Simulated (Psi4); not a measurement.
**doublet CHF3O3S+ at 3 levels**

Wanted: a comparison of 3 runs (U-wB97X-V/6-31G*, UTPSSh/6-31G*, UMP3/6-31G*) of doublet CHF3O3S+. 

The results are computed with Psi4 1.11.

1 further run of the same task is left out (set aside as unsound or not needed). Runs told in other sessions of the task aren't counted.

## Step 1: The molecule

The species is CHF3O3S+ (9 atoms), meant as a doublet with charge +1. As SMILES of the parent species, `O=S(=O)(O)C(F)(F)F`. The shape is that of a PBE0-D4/def2-TZVP optimisation. This is one conformer, not always the lowest. That shape belongs to the parent species and isn't relaxed for this state.

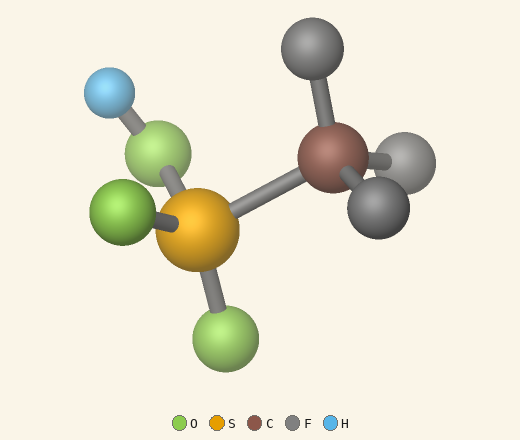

Viewed from a chosen angle; oxygen green, sulfur amber, carbon brown, fluorine grey, hydrogen blue.

## Step 2: The energy at U-wB97X-V/6-31G(d) (spherical functions) (run 1)

chf3o3s_ase.py reads:

```python
import numpy as np
from ase.calculators.psi4 import Psi4
from ase import Atoms

a = Atoms(['O', 'S', 'O', 'O', 'C', 'F', 'F', 'F', 'H'], positions=[
    [1.462890, -0.581870, 0.985740],
    [0.298500, -0.778940, 0.194370],
    [0.144480, -1.837650, -0.729970],
    [-0.972740, -0.777950, 1.128120],
    [0.003130, 0.796730, -0.725230],
    [-0.076560, 1.801740, 0.138180],
    [1.014380, 1.004120, -1.547510],
    [-1.120920, 0.723830, -1.412290],
    [-0.753170, -0.350000, 1.968590],
])
calc = Psi4(atoms=a, method='wb97x-v', basis='6-31G*', memory='2200MB', num_threads=1, charge=1, multiplicity=2, label='psi4-calc', reference='uks')
calc.psi4.set_options({'puream': True, 'e_convergence': 1e-09, 'd_convergence': 1e-08, 'scf_type': 'pk', 'dft_radial_points': 99, 'dft_spherical_points': 590, 'maxiter': 100})
a.calc = calc

print(f'energy: {a.get_potential_energy():.6f} eV')
```

Launch:

```sh
$ python chf3o3s_ase.py
```

psi4-calc.dat:

```text
[...]
  Running in c1 symmetry.
[...]
  Nuclear repulsion =  572.265529984232899
[...]
  Multiplicity = 2
[...]
  Nalpha       = 37
  Nbeta        = 36
[...]
    Number of basis functions: 118
[...]
   @UKS iter   1:  -960.82398244039859    1.12940e+00   8.94023e-03 ADIIS/DIIS
[...]
   @UKS iter  37:  -961.29052333322511   -2.72848e-12   8.13410e-09 DIIS
[...]
   @S^2 Observed:                7.611333989E-01
[...]
    Orbital Energies [Eh]
    ---------------------
    Alpha Occupied:
       1A    -89.412455     2A    -25.088836     3A    -25.080962
       4A    -25.079601     5A    -19.577232     6A    -19.574428
       7A    -19.558880     8A    -10.845251     9A     -8.560300
      10A     -6.516122    11A     -6.515463    12A     -6.514699
      13A     -1.727337    14A     -1.631575    15A     -1.628123
      16A     -1.611508    17A     -1.488855    18A     -1.475532
      19A     -1.178125    20A     -1.059450    21A     -1.016055
      22A     -0.979996    23A     -0.976713    24A     -0.935354
      25A     -0.896568    26A     -0.862888    27A     -0.847912
      28A     -0.840910    29A     -0.837576    30A     -0.808574
      31A     -0.805167    32A     -0.781838    33A     -0.777055
      34A     -0.760331    35A     -0.745364    36A     -0.726852
[...]
  @UKS Final Energy:  -961.29052333322511
   => Energetics <=
    Nuclear Repulsion Energy =            572.2655299842328986
    One-Electron Energy =               -2447.7117204041906007
    Two-Electron Energy =                 978.2787005997032566
    DFT Exchange-Correlation Energy =     -64.4178246716154632
    Empirical Dispersion Energy =           0.0000000000000000
    VV10 Nonlocal Energy =                  0.2947911586447935
    Total Energy =                       -961.2905233332251100
  UHF NO Occupations:
  HONO-2 :   35  A 1.9980567
  HONO-1 :   36  A 1.9970121
[...]
 Multipole Moments:
 ------------------------------------------------------------------------------------
     Multipole            Electronic (a.u.)      Nuclear  (a.u.)        Total (a.u.)
 ------------------------------------------------------------------------------------
 L = 1.  Multiply by 2.5417464519 to convert [e a0] to [Debye]
 Dipole X            :          0.0205049           -0.3310855           -0.3105806
 Dipole Y            :          3.7181467           -3.6910784            0.0270683
 Dipole Z            :         -3.0823926            4.1242084            1.0418158
 Magnitude           :                                                    1.0874618
[...]
```

The script printed:

```text
energy: -26158.047512 eV
```

Run time: 5.1 min. Hardware: 1 thread of AMD EPYC 9R45 (Zen 5), shared host; peak memory 0.91 GiB.

## Step 3: Energy and forces at UTPSSh/6-31G(d) (spherical functions) (run 2)

job.json reads:

```json
{
 "schema_name": "qcschema_input",
 "schema_version": 1,
 "molecule": {
  "schema_name": "qcschema_molecule",
  "schema_version": 2,
  "symbols": ["O", "S", "O", "O", "C", "F", "F", "F", "H"],
  "geometry": [2.76446145, -1.09957494, 1.86277863, 0.56408325, -1.47198327, 0.36730607, 0.27302763, -3.47265521, -1.37944338, -1.83821219, -1.47011244, 2.13183784, 0.00591484, 1.5056015, -1.37048608, -0.14467743, 3.40479515, 0.26112236, 1.91690039, 1.8975118, -2.92437008, -2.11823181, 1.36784046, -2.66884131, -1.42328503, -0.66140414, 3.72009595],
  "molecular_charge": 1,
  "molecular_multiplicity": 2,
  "fix_symmetry": "c1",
  "fix_com": true,
  "fix_orientation": true
 },
 "driver": "gradient",
 "model": {
  "method": "tpssh",
  "basis": "6-31G*"
 },
 "keywords": {
  "reference": "uks",
  "puream": true,
  "e_convergence": 1e-09,
  "d_convergence": 1e-08,
  "scf_type": "pk",
  "dft_radial_points": 99,
  "dft_spherical_points": 590,
  "maxiter": 100,
  "scf_properties": ["MAYER_INDICES", "WIBERG_LOWDIN_INDICES", "LOWDIN_CHARGES"]
 }
}
```

Launch:

```sh
$ psi4 --qcschema job.json -n 1 --memory 2200MB
```

stdout:

```text
[...]
  Running in c1 symmetry.
[...]
  Nuclear repulsion =  572.265529845936271
[...]
  Multiplicity = 2
[...]
  Nalpha       = 37
  Nbeta        = 36
[...]
    Number of basis functions: 118
[...]
   @UKS iter   1:  -961.15839579412886    1.21948e+00   8.58485e-03 ADIIS/DIIS
[...]
   @UKS iter  26:  -961.55484582190365    1.36424e-12   5.76826e-09 DIIS
[...]
   @S^2 Observed:                7.561299436E-01
[...]
  @UKS Final Energy:  -961.55484582190365
   => Energetics <=
    Nuclear Repulsion Energy =            572.2655298459362712
    One-Electron Energy =               -2448.4338928733250214
    Two-Electron Energy =                 994.5300531559335013
    DFT Exchange-Correlation Energy =     -79.9165359504483490
    Empirical Dispersion Energy =           0.0000000000000000
    VV10 Nonlocal Energy =                  0.0000000000000000
    Total Energy =                       -961.5548458219036547
  UHF NO Occupations:
  HONO-2 :   35  A 1.9988569
  HONO-1 :   36  A 1.9986027
[...]
 Multipole Moments:
 ------------------------------------------------------------------------------------
     Multipole            Electronic (a.u.)      Nuclear  (a.u.)        Total (a.u.)
 ------------------------------------------------------------------------------------
 L = 1.  Multiply by 2.5417464519 to convert [e a0] to [Debye]
 Dipole X            :        -14.2285210           14.1176715           -0.1108495
 Dipole Y            :          3.5543671           -3.4869415            0.0674256
 Dipole Z            :         26.3792589          -25.6933400            0.6859189
 Magnitude           :                                                    0.6980821
[...]
  -Total Gradient:
     Atom            X                  Y                   Z
    ------   -----------------  -----------------  -----------------
       1       -0.051594226156    -0.018250208240    -0.029238833549
       2        0.028550971281     0.021390603144    -0.041740879859
       3        0.006112625923     0.039660342310     0.054777308987
       4        0.009103563379    -0.001767375519     0.007872608812
       5        0.012206453161    -0.083990380141     0.059905003575
       6       -0.003226530038     0.019525433297    -0.010535035777
       7       -0.002887023873     0.014355915183    -0.008262875882
       8       -0.002062356622     0.015006164002    -0.010308347005
       9        0.003842663323    -0.006025619140    -0.022480222485
[...]
```

The result, in JSON:

```text
{
 "driver": "gradient",
 "model": {
  "method": "tpssh",
  "basis": "6-31G*"
 },
 "success": true,
 "return_result": [-0.05159422615605491, -0.018250208239605895, -0.02923883354863649, 0.02855097128055692, 0.02139060314409226, -0.041740879859045926, 0.006112625923230197, 0.03966034231008514, 0.05477730898749639, 0.009103563379145196, -0.0017673755189041296, 0.007872608812471642, 0.012206453161439305, -0.08399038014143445, 0.05990500357516014, -0.00322653003779377, 0.01952543329719114, -0.01053503577704798, -0.002887023872732597, 0.014355915182843793, -0.008262875881830084, -0.002062356622382633, 0.015006164001727591, -0.010308347004682722, 0.00384266332341119, -0.0060256191398180975, -0.022480222484637408],
 "properties": {
  "calcinfo_nbasis": 118,
  "calcinfo_nmo": 118,
  "calcinfo_nalpha": 37,
  "calcinfo_nbeta": 36,
  "calcinfo_natom": 9,
  "nuclear_repulsion_energy": 572.2655298459363,
  "return_energy": -961.5548458219037,
  "return_gradient": [-0.05159422615605491, -0.018250208239605895, -0.02923883354863649, 0.02855097128055692, 0.02139060314409226, -0.041740879859045926, 0.006112625923230197, 0.03966034231008514, 0.05477730898749639, 0.009103563379145196, -0.0017673755189041296, 0.007872608812471642, 0.012206453161439305, -0.08399038014143445, 0.05990500357516014, -0.00322653003779377, 0.01952543329719114, -0.01053503577704798, -0.002887023872732597, 0.014355915182843793, -0.008262875881830084, -0.002062356622382633, 0.015006164001727591, -0.010308347004682722, 0.00384266332341119, -0.0060256191398180975, -0.022480222484637408],
  "scf_one_electron_energy": -2448.433892873325,
  "scf_two_electron_energy": 994.5300531559335,
  "scf_xc_energy": -79.91653595044835,
  "scf_dipole_moment": [-0.11084952485006916, 0.06742560791766516, 0.6859189489261119],
  "scf_total_energy": -961.5548458219037,
  "scf_total_gradient": [-0.05159422615605491, -0.018250208239605895, -0.02923883354863649, 0.02855097128055692, 0.02139060314409226, -0.041740879859045926, 0.006112625923230197, 0.03966034231008514, 0.05477730898749639, 0.009103563379145196, -0.0017673755189041296, 0.007872608812471642, 0.012206453161439305, -0.08399038014143445, 0.05990500357516014, -0.00322653003779377, 0.01952543329719114, -0.01053503577704798, -0.002887023872732597, 0.014355915182843793, -0.008262875881830084, -0.002062356622382633, 0.015006164001727591, -0.010308347004682722, 0.00384266332341119, -0.0060256191398180975, -0.022480222484637408],
  "scf_iterations": 26
 }
}
```

Run time: 2.8 min. Hardware: 1 thread of AMD EPYC 9R45 (Zen 5), shared host; peak memory 0.71 GiB.

## Step 4: A single-point energy at UMP3/6-31G(d) (spherical functions) (run 3)

calc.dat reads:

```
memory 2200 mb

molecule system {
  1 2
  O      2.76446145    -1.09957494     1.86277863
  S      0.56408325    -1.47198327     0.36730607
  O      0.27302763    -3.47265521    -1.37944338
  O     -1.83821219    -1.47011244     2.13183784
  C      0.00591484     1.50560150    -1.37048608
  F     -0.14467743     3.40479515     0.26112236
  F      1.91690039     1.89751180    -2.92437008
  F     -2.11823181     1.36784046    -2.66884131
  H     -1.42328503    -0.66140414     3.72009595
  units bohr
  symmetry c1
}

set {
  basis           6-31G*
  reference       uhf
  puream          true
  e_convergence   1e-09
  d_convergence   1e-08
  scf_type        pk
  num_frozen_docc 12
  maxiter         100
  mp_type         conv
}

E, wfn = energy('mp3', return_wfn=True)
```

Launch:

```sh
$ psi4 calc.dat calc.out -n 1
```

calc.out:

```text
[...]
  Running in c1 symmetry.
[...]
  Nuclear repulsion =  572.265529845936157
[...]
  Multiplicity = 2
[...]
  Nalpha       = 37
  Nbeta        = 36
[...]
    Number of basis functions: 118
[...]
   @UHF iter   1:  -957.83576200090283    8.95918e-01   8.52331e-03 DIIS/ADIIS
[...]
   @UHF iter  39:  -958.29472274794352    4.61569e-11   9.34431e-09 DIIS
[...]
   @S^2 Observed:                8.139556692E-01
[...]
  @UHF Final Energy:  -958.29472274794352
   => Energetics <=
    Nuclear Repulsion Energy =            572.2655298459361575
    One-Electron Energy =               -2446.4454756924369576
    Two-Electron Energy =                 915.8852230985571623
    Total Energy =                       -958.2947227479435242
  UHF NO Occupations:
  HONO-2 :   35  A 1.9878217
  HONO-1 :   36  A 1.9818207
  HONO-0 :   37  A 1.0000000
  LUNO+0 :   38  A 0.0181793
  LUNO+1 :   39  A 0.0121783
[...]
 Multipole Moments:
 ------------------------------------------------------------------------------------
     Multipole            Electronic (a.u.)      Nuclear  (a.u.)        Total (a.u.)
 ------------------------------------------------------------------------------------
 L = 1.  Multiply by 2.5417464519 to convert [e a0] to [Debye]
 Dipole X            :          0.1878110           -0.3310855           -0.1432746
 Dipole Y            :          3.5332944           -3.6910784           -0.1577840
 Dipole Z            :         -2.9044447            4.1242084            1.2197637
 Magnitude           :                                                    1.2382435
[...]
	SCS-MP2 Total Energy (a.u.)        :  -959.54064051378282
	SOS-MP2 Total Energy (a.u.)        :  -959.50835763765258
[...]
	SOS-PI-MP2 Total Energy (a.u.)     :  -959.60171416763023
[...]
	MP2 Total Energy (a.u.)            :  -959.60520626604341
[...]
	SCS-MP3 Total Energy (a.u.)        :  -959.53525048864253
[...]
	MP3 Total Energy (a.u.)            :  -959.58364616548215
[...]
```

Run time: 38 s. Hardware: 1 thread of AMD EPYC 9R45 (Zen 5), shared host; peak memory 1.3 GiB.

## Step 5: The series

| run | level | task | properties | energy (Eh) | HOMO energy (eV) | LUMO energy (eV) | ⟨S²⟩ | wall time |
| --- | --- | --- | --- | --- | --- | --- | --- | --- |
| 1 | U-wB97X-V/6-31G* (spherical functions) | energy | – | -961.290523 | -19.29 | -12.52 | 0.761 | 5.1 min |
| 2 | UTPSSh/6-31G* (spherical functions) | gradient | (mayer, wiberg, lowdin) | -961.554846 | -15.94 | -14.65 | 0.756 | 2.8 min |
| 3 | UMP3/6-31G* (spherical functions) | energy | – | -959.583646 | -19.35 | -11.25 | 0.814 | 38 s |

## Step 6: What came out

```
                                                         quantity          value
                                              run 3: total energy  -959.58365 Eh
run 3: HOMO energy (Hartree–Fock orbitals) (highest over α and β)      -19.35 eV
 run 3: LUMO energy (Hartree–Fock orbitals) (lowest over α and β)      -11.25 eV
              run 3: correlation energy (12 core orbitals frozen)    -1288.9 mEh
                         run 3: ⟨S²⟩ of the reference determinant          0.814
```

**Reading.** Totals of different functionals can't be ranked against each other. All runs together took 8.5 min, the longest 5.1 min.
